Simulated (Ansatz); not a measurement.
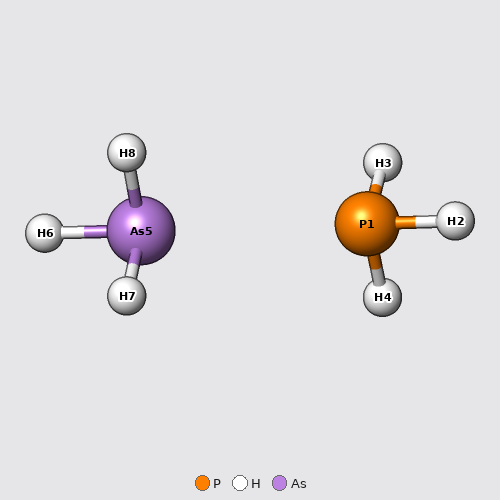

The system is the pair H₃P···AsH₃; the picture shows the reference structure. 
- The first coordinate is: separation of As5 and P1 along their line in the relaxed pair; the second: sideways slip of P1, H2, H3, H4.
- Nothing is relaxed (both partners rigid).
- The grid has 9 × 9 points.
- Points are written as (first, second).
- Energies are in cm⁻¹, from the two partners far apart, frozen as in the relaxed pair, each in its own basis (no counterpoise correction).
- The calculation used Ansatz 0.2.0, RKS PBE0-D4/def2-TZVPD.

Its coordinates:

```xyz
8

P     0.3851    0.0275   -1.7673
H     0.7527    0.0718   -3.1391
H    -0.8679    0.6537   -1.9927
H    -0.1563   -1.2803   -1.8646
As   -0.4397   -0.0461    1.7485
H    -0.7491   -0.0607    3.2406
H     0.9108   -0.7128    1.9543
H     0.1646    1.3468    1.8203
```

Range: separation of As5 and P1 along their line in the relaxed pair from 3.034 to 5.634 Å; sideways slip of P1, H2, H3, H4 from −1.500 to 1.500 Å.

What landscape does the calculation give?

The lowest grid point is at (3.693 Å, 0.000 Å), −615 cm⁻¹ from the two partners far apart, frozen as in the relaxed pair, each in its own basis (no counterpoise correction). No other kind of well shows on this grid. The highest grid point, (3.034 Å, 1.125 Å), lies 815 cm⁻¹ above the lowest. Round the minimum the two coordinates are nearly uncoupled.

| second ↓, first → | 3.034 | 3.176 | 3.407 | 3.693 | 4.019 | 4.381 | 4.772 | 5.191 | 5.634 |
| --- | --- | --- | --- | --- | --- | --- | --- | --- | --- |
| 1.500 | 86 | −194 | −410 | −460 | −402 | −306 | −214 | −143 | −93 |
| 1.125 | 200 | −159 | −436 | −508 | −448 | −340 | −237 | −157 | −102 |
| 0.750 | 192 | −195 | −488 | −558 | −488 | −369 | −255 | −168 | −108 |
| 0.375 | 107 | −269 | −545 | −599 | −516 | −388 | −267 | −175 | −113 |
| 0.000 | 57 | −308 | −571 | −615 | −527 | −394 | −271 | −178 | −114 |
| −0.375 | 103 | −272 | −546 | −599 | −517 | −388 | −267 | −175 | −113 |
| −0.750 | 186 | −199 | −490 | −559 | −488 | −369 | −255 | −168 | −108 |
| −1.125 | 193 | −163 | −438 | −509 | −448 | −340 | −237 | −157 | −102 |
| −1.500 | 81 | −198 | −411 | −461 | −403 | −306 | −214 | −143 | −94 |

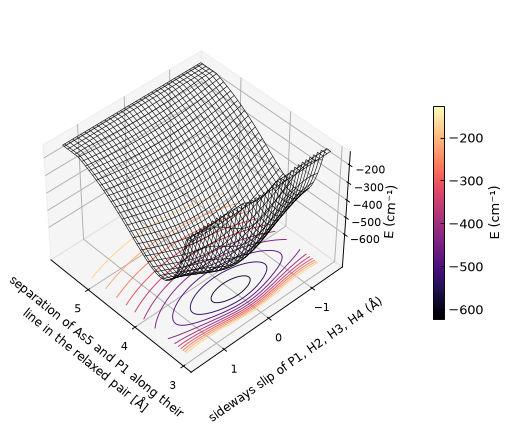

In the figure: a relief with its contours projected below, any walls above the top of the colour scale cut off. Between grid points the surface is interpolated.

Time for the 81 points that were run: 8.9 min on 1 thread of Arm Neoverse V2 (shared host).
